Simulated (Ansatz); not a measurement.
**AlGeH₅: basis-set convergence**

How large a basis does AlGeH₅ need? Two functionals are run in growing sets.

Program: Ansatz 0.2.0, Gaussian basis. Level of theory: one geometry, several basis sets. These are calculated values, not measurements.

The runs, in order: PBE0-D4/def2-SVP; ωB97M-V/def2-SVP; PBE0-D4/def2-QZVPP; ωB97M-V/def2-QZVPP; the functionals' def2-TZVPP values are taken from earlier runs.

## (1) The geometry

The geometry comes from an earlier relaxation with PBE0-D4/def2-TZVP; it is a stationary point, not always the lowest conformer.

SMILES `[AlH2][GeH3]`, 7 atoms, charge 0, spin multiplicity 1.

Atoms are counted from 1 here; the program's logs count them from 0.

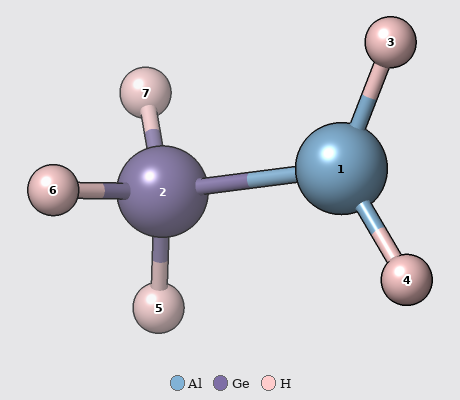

The structure; aluminium light blue, germanium purple, hydrogen pink; atoms are numbered from 1 in the order of the file.

## (2) PBE0-D4 in def2-SVP

in.yaml reads:

```yaml
crystal:
  periodic: [false, false, false]
  atoms:
    - {symbol: Al, position_ang: [-0.310022, -1.404222, 0.123795]}
    - {symbol: Ge, position_ang: [0.252854, 0.995624, -0.122784]}
    - {symbol: H, position_ang: [0.625164, -2.362328, 0.977121]}
    - {symbol: H, position_ang: [-1.622518, -1.993341, -0.547749]}
    - {symbol: H, position_ang: [-0.281015, 1.612459, -1.430138]}
    - {symbol: H, position_ang: [-0.371619, 1.813381, 1.028708]}
    - {symbol: H, position_ang: [1.768456, 1.270328, -0.074553]}
basis:
  gaussian: {orbitals: def2-SVP}
hamiltonian: {xc: pbe0, dispersion: d4}
output: {orbitals: {seedname: orbitals}}
```

On the command line:

```
ansatz run in.yaml --threads 2 --pin off --events-out ev --progress --plain --max-ram 32768MiB --backend cpu
```

The runs that follow: ωB97M-V in def2-SVP; PBE0-D4 in def2-QZVPP; ωB97M-V in def2-QZVPP.

**Question.** What will the summary of the whole plan be? Wanted: PBE0-D4: double and triple zeta above quadruple; ωB97M-V: double and triple zeta above quadruple.

**Answer**, as computed:

```
                                       quantity           value
PBE0-D4: double and triple zeta above quadruple  10.93, 1.44 eV
ωB97M-V: double and triple zeta above quadruple  10.92, 1.41 eV
```

In words: For PBE0-D4 the step from double to triple zeta gains 9.49 eV and the next only 1.44 eV. Total energies overstate the basis error of differences, where much of it tends to cancel.
